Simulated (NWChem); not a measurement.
**the pair SnNH2F···SiNH2Cl: a chain of runs**

Wanted: the energy (singlet SnSiN2H4ClF, PBE-D2/3-21G), then a single-point energy (singlet SnNH2F, PBE-D2/3-21G), then the energy (singlet SiNH2Cl, PBE-D2/3-21G), then a single-point energy (singlet SnNH2F, PBE-D2/3-21G), then a single-point energy (singlet SiNH2Cl, PBE-D2/3-21G) of ClFH4N2SiSn and its partners. 

The calculation is run with NWChem 7.3.0.

## 1. Starting point

SnSiN2H4ClF: 10 atoms, total charge 0, spin state singlet. The two molecules were placed rigidly side by side, at 1 times their contact distance; the pair isn't optimised.

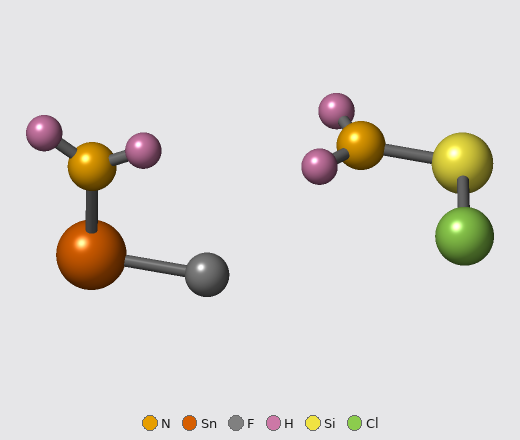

Viewed from a chosen angle; nitrogen amber, tin orange, fluorine grey, hydrogen pink, silicon yellow, chlorine green.

## 2. The energy at PBE-D2/3-21G (run 1)

File test.nw:

```
start test
memory 2200 mb

geometry units angstrom noautosym nocenter noautoz
   N       -0.312880       0.510240      -0.385000
   Sn       0.328920      -0.038960       1.431500
   F        0.956920      -1.761160       0.762600
   H       -0.756780       1.384040      -0.620800
   H       -0.216180      -0.094160      -1.188300
   N       -0.551050      -3.972300      -1.206700
   Si      -0.066490      -5.535360      -1.669250
   Cl       1.793980      -5.034910      -2.515700
   H       -1.436040      -3.816340      -0.747780
   H       -0.023630      -3.122660      -1.345550
end

basis spherical bse
   * library 3-21G
end

dft
   xc xpbe96 cpbe96
   mult 1
   disp vdw 2
   grid fine
   convergence energy 1e-08
   iterations 100
   mulliken
   print low
end

task dft energy
```

Launch:

```console
$ nwchem test.nw > test.out
```

Standard output:

```text
[...]
 d= 0,ls=0.0,diis     1  -6954.1647955173 -7.60D+03  3.74D-02  1.51D+00     1.5
[...]
 d= 0,ls=0.5,diis    28  -6954.3415147158 -8.19D-09  1.25D-06  1.29D-08    26.8
         Total DFT energy =    -6954.341514720626
      One electron energy =   -10883.309579047314
           Coulomb energy =     3520.135622370894
    Exchange-Corr. energy =     -234.973415340778
 Nuclear repulsion energy =      643.810193461206
    Dispersion correction =       -0.004336164634
[...]
      Total Density - Mulliken Population Analysis
     ---------------------------------------------
    Atom       Charge   Shell Charges
 -----------   ------   -------------------------------------------------------
    1 N    7     7.86   1.98  0.38  1.84  1.31  2.34
    2 Sn  50    49.35   2.00  2.00  6.00  2.00  5.99  2.00  5.94  1.05  1.05  0.81  0.53 10.00  9.99
    3 F    9     9.38   1.98  0.44  2.47  1.54  2.95
    4 H    1     0.70   0.45  0.24
    5 H    1     0.71   0.45  0.25
    6 N    7     7.87   1.99  0.37  1.87  1.31  2.33
    7 Si  14    13.38   2.00  1.98  5.84  0.86  1.22  0.96  0.51
    8 Cl  17    17.42   2.00  1.95  5.89  1.16  3.07  0.91  2.44
    9 H    1     0.67   0.45  0.22
   10 H    1     0.67   0.44  0.23
[...]
```

It took 29 s on 1 thread of Intel Xeon 6975P-C (Granite Rapids), shared host; peak memory 0.12 GiB.

## 3. SnNH2F: the energy at PBE-D2/3-21G (run 2)

File input.nw:

```
echo
start input
title "FH2NSn energy"
memory stack 880 mb heap 220 mb global 1100 mb

geometry units angstrom noautosym nocenter noautoz
   N    -0.312880    0.510240   -0.385000
   Sn    0.328920   -0.038960    1.431500
   F     0.956920   -1.761160    0.762600
   H    -0.756780    1.384040   -0.620800
   H    -0.216180   -0.094160   -1.188300
end

basis spherical bse
   * library 3-21G
end

dft
   xc xpbe96 cpbe96
   disp vdw 2
   grid fine
   convergence energy 1e-08
   iterations 100
   mulliken
   print low
end

task dft
```

Launch:

```console
$ nwchem input.nw > input.out
```

Standard output:

```text
[...]
 d= 0,ls=0.0,diis     1  -6152.9832964905 -6.41D+03  6.13D-02  1.03D+00     0.5
[...]
 d= 0,ls=0.0,diis    12  -6153.1078456572 -1.83D-09  5.61D-08  6.18D-12     4.2
         Total DFT energy =    -6153.107845657169
      One electron energy =    -9002.725837024707
           Coulomb energy =     2771.892567563304
    Exchange-Corr. energy =     -178.670510945775
 Nuclear repulsion energy =      256.397745590189
    Dispersion correction =       -0.001810840179
[...]
      Total Density - Mulliken Population Analysis
     ---------------------------------------------
    Atom       Charge   Shell Charges
 -----------   ------   -------------------------------------------------------
    1 N    7     7.86   1.98  0.38  1.84  1.31  2.34
    2 Sn  50    49.36   2.00  2.00  6.00  2.00  5.99  2.00  5.94  1.04  1.05  0.82  0.54 10.00  9.99
    3 F    9     9.38   1.98  0.44  2.47  1.54  2.94
    4 H    1     0.70   0.45  0.25
    5 H    1     0.70   0.45  0.25
[...]
```

It took 4.8 s on 1 thread of Intel Xeon 6975P-C (Granite Rapids), shared host; peak memory 0.11 GiB.

## 4. SiNH2Cl: the energy at PBE-D2/3-21G (run 3)

File clh2nsi.nw:

```
start clh2nsi
memory 2200 mb

geometry units angstroms noautosym nocenter noautoz
  N     -0.551050    -3.972300    -1.206700
  Si    -0.066490    -5.535360    -1.669250
  Cl     1.793980    -5.034910    -2.515700
  H     -1.436040    -3.816340    -0.747780
  H     -0.023630    -3.122660    -1.345550
end

basis "ao basis" spherical bse
  * library 3-21G
end

dft
  xc xpbe96 cpbe96
  disp vdw 2
  grid fine
  convergence energy 1e-08
  iterations 100
  mulliken
  print low
end

task dft
```

Launch:

```console
$ nwchem clh2nsi.nw > clh2nsi.out
```

Standard output:

```text
[...]
 d= 0,ls=0.0,diis     1   -801.1745421839 -9.33D+02  3.10D-02  4.87D-01     0.3
[...]
 d= 0,ls=0.0,diis    10   -801.2273713061 -7.80D-09  6.33D-07  9.58D-10     1.9
         Total DFT energy =     -801.227371306139
      One electron energy =    -1369.148792243139
           Coulomb energy =      492.837846955433
    Exchange-Corr. energy =      -56.305618685282
 Nuclear repulsion energy =      131.390363189643
    Dispersion correction =       -0.001170522792
[...]
      Total Density - Mulliken Population Analysis
     ---------------------------------------------
    Atom       Charge   Shell Charges
 -----------   ------   -------------------------------------------------------
    1 N    7     7.88   1.99  0.37  1.87  1.31  2.34
    2 Si  14    13.37   2.00  1.98  5.84  0.86  1.22  0.96  0.51
    3 Cl  17    17.42   2.00  1.95  5.89  1.16  3.07  0.91  2.44
    4 H    1     0.67   0.45  0.22
    5 H    1     0.67   0.44  0.23
[...]
```

Wall time 2.5 s (1 thread of Intel Xeon 6975P-C (Granite Rapids), shared host); peak memory 0.11 GiB.

## 5. SnNH2F among ghost functions: the energy at PBE-D2/3-21G (with ghost functions) (run 4)

File geom.nw:

```
start geom
title "FH2NSn energy"
memory total 2200 mb
geometry units angstroms noautosym nocenter noautoz
  N     -0.312880     0.510240    -0.385000
  Sn     0.328920    -0.038960     1.431500
  F      0.956920    -1.761160     0.762600
  H     -0.756780     1.384040    -0.620800
  H     -0.216180    -0.094160    -1.188300
  bqN     -0.551050    -3.972300    -1.206700
  bqSi    -0.066490    -5.535360    -1.669250
  bqCl     1.793980    -5.034910    -2.515700
  bqH     -1.436040    -3.816340    -0.747780
  bqH     -0.023630    -3.122660    -1.345550
end
basis "ao basis" spherical bse
  N library 3-21G
  Sn library 3-21G
  F library 3-21G
  H library 3-21G
  bqN library N 3-21G
  bqSi library Si 3-21G
  bqCl library Cl 3-21G
  bqH library H 3-21G
end
dft
  xc xpbe96 cpbe96
  mult 1
  disp vdw 2
  grid fine
  convergence energy 1e-08
  iterations 100
  mulliken
  print low
end
task dft energy
```

Launch:

```console
$ nwchem geom.nw > geom.out
```

Standard output:

```text
[...]
 d= 0,ls=0.0,diis     1  -6152.9861148543 -6.41D+03  3.49D-02  1.03D+00     1.2
[...]
 d= 0,ls=0.0,diis    12  -6153.1105957260 -1.82D-09  3.11D-08  5.75D-12    10.8
         Total DFT energy =    -6153.110595725961
      One electron energy =    -9002.625614719993
           Coulomb energy =     2771.784815225441
    Exchange-Corr. energy =     -178.665730981419
 Nuclear repulsion energy =      256.397745590189
    Dispersion correction =       -0.001810840179
[...]
      Total Density - Mulliken Population Analysis
     ---------------------------------------------
    Atom       Charge   Shell Charges
 -----------   ------   -------------------------------------------------------
    1 N    7     7.86   1.98  0.38  1.84  1.31  2.34
    2 Sn  50    49.36   2.00  2.00  6.00  2.00  5.99  2.00  5.94  1.04  1.05  0.81  0.54 10.00  9.99
    3 F    9     9.38   1.98  0.44  2.47  1.54  2.94
    4 H    1     0.70   0.45  0.25
    5 H    1     0.70   0.45  0.25
    6 X    0    -0.00   0.00  0.00 -0.00 -0.00 -0.00
    7 X    0     0.00  -0.00 -0.00 -0.00 -0.00 -0.00  0.00  0.00
    8 X    0    -0.00  -0.00 -0.00 -0.00  0.00  0.00 -0.00 -0.00
    9 X    0     0.00  -0.00  0.00
   10 X    0     0.01  -0.00  0.01
[...]
```

It took 12 s on 1 thread of Intel Xeon 6975P-C (Granite Rapids), shared host; peak memory 0.12 GiB.

## 6. SiNH2Cl among ghost functions: the energy at PBE-D2/3-21G (with ghost functions) (run 5)

File clh2nsi.nw:

```
start clh2nsi
memory 2200 mb
geometry units angstroms noautosym nocenter noautoz
  N       -0.551050      -3.972300      -1.206700
  Si      -0.066490      -5.535360      -1.669250
  Cl       1.793980      -5.034910      -2.515700
  H       -1.436040      -3.816340      -0.747780
  H       -0.023630      -3.122660      -1.345550
  bqN     -0.312880     0.510240    -0.385000
  bqSn     0.328920    -0.038960     1.431500
  bqF      0.956920    -1.761160     0.762600
  bqH     -0.756780     1.384040    -0.620800
  bqH     -0.216180    -0.094160    -1.188300
end
basis spherical bse
  N library 3-21G
  Si library 3-21G
  Cl library 3-21G
  H library 3-21G
  bqN library N 3-21G
  bqSn library Sn 3-21G
  bqF library F 3-21G
  bqH library H 3-21G
end
dft
  xc xpbe96 cpbe96
  mult 1
  disp vdw 2
  grid fine
  convergence energy 1e-08
  maxiter 100
  mulliken
  print low
end
task dft energy
```

Launch:

```console
$ nwchem clh2nsi.nw > clh2nsi.out
```

Standard output:

```text
[...]
 d= 0,ls=0.0,diis     1   -801.1751424026 -9.33D+02  1.31D-02  4.87D-01     1.1
[...]
 d= 0,ls=0.0,diis    10   -801.2279391816 -7.37D-09  2.78D-07  1.12D-09     8.9
         Total DFT energy =     -801.227939181571
      One electron energy =    -1369.133377063205
           Coulomb energy =      492.820812265260
    Exchange-Corr. energy =      -56.304567050475
 Nuclear repulsion energy =      131.390363189643
    Dispersion correction =       -0.001170522792
[...]
      Total Density - Mulliken Population Analysis
     ---------------------------------------------
    Atom       Charge   Shell Charges
 -----------   ------   -------------------------------------------------------
    1 N    7     7.88   1.99  0.37  1.87  1.31  2.34
    2 Si  14    13.37   2.00  1.98  5.84  0.86  1.22  0.96  0.50
    3 Cl  17    17.42   2.00  1.95  5.89  1.16  3.07  0.91  2.44
    4 H    1     0.67   0.45  0.22
    5 H    1     0.66   0.44  0.22
    6 X    0    -0.00   0.00  0.00  0.00 -0.00 -0.00
    7 X    0     0.00  -0.00 -0.00 -0.00 -0.00 -0.00 -0.00 -0.00 -0.00 -0.00  0.00  0.00 -0.00 -0.00
    8 X    0     0.00  -0.00 -0.00 -0.00 -0.00  0.00
    9 X    0    -0.00   0.00 -0.00
   10 X    0     0.00  -0.00  0.00
[...]
```

Wall time 9.6 s (1 thread of Intel Xeon 6975P-C (Granite Rapids), shared host); peak memory 0.12 GiB.

## 7. Outcome

```
                                                                                                                     quantity           value
                                                                                            run 1, PBE-D2/3-21G: total energy  -6954.34151 Eh
                                                                                       run 1, PBE-D2/3-21G: dispersion energy   -11.38 kJ/mol
                                                                                                         SnNH2F: total energy  -6153.10785 Eh
                                                                                                    SnNH2F: dispersion energy    -4.75 kJ/mol
                                                                                                        SiNH2Cl: total energy   -801.22737 Eh
                                                                                                   SiNH2Cl: dispersion energy    -3.07 kJ/mol
                                                                                   SnNH2F among ghost functions: total energy  -6153.11060 Eh
                                                                              SnNH2F among ghost functions: dispersion energy    -4.75 kJ/mol
                                                                                  SiNH2Cl among ghost functions: total energy   -801.22794 Eh
                                                                             SiNH2Cl among ghost functions: dispersion energy    -3.07 kJ/mol
              interaction energy of the rigid parts SnNH2F and SiNH2Cl (parts in their own basis; closest atoms 2.69 Å apart)       -0.171 eV
interaction energy of the rigid parts SnNH2F and SiNH2Cl (parts in the whole basis, counterpoise; closest atoms 2.69 Å apart)       -0.081 eV
```

The interaction energy of the rigid parts SnNH2F and SiNH2Cl (parts in their own basis; closest atoms 2.69 Å apart) is −0.17 eV (−4.0 kcal/mol): the parts attract. Without counterpoise this holds the superposition error of the basis. The interaction energy of the rigid parts SnNH2F and SiNH2Cl (parts in the whole basis, counterpoise; closest atoms 2.69 Å apart) is −0.08 eV (−7.8 kJ/mol): the parts attract. The basis-set superposition error is 8.7 kJ/mol. Relativity is left out (run 1, PBE-D2/3-21G) although the molecule holds a heavy atom. Relativity is left out (SnNH2F) although the molecule holds a heavy atom. Relativity is left out (SnNH2F among ghost functions) although the molecule holds a heavy atom.
